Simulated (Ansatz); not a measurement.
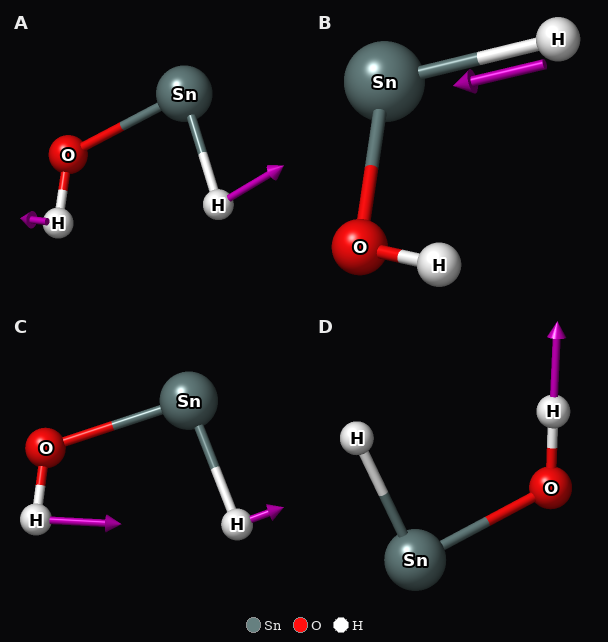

4 normal modes of one molecule or complex, as arrows. Harmonic vibrations computed with RKS PBE0-D4/def2-TZVP, core potentials on Sn (Ansatz 0.2.0) at a stationary point of the same level.

Question: Match the panels to the wavenumbers 577 cm⁻¹, 813 cm⁻¹, 1663 cm⁻¹, 3890 cm⁻¹.

Answer: A: 577 cm⁻¹, H–Sn–O bending
B: 1663 cm⁻¹, Sn–H stretching
C: 813 cm⁻¹, H–O–Sn bending
D: 3890 cm⁻¹, O–H stretching
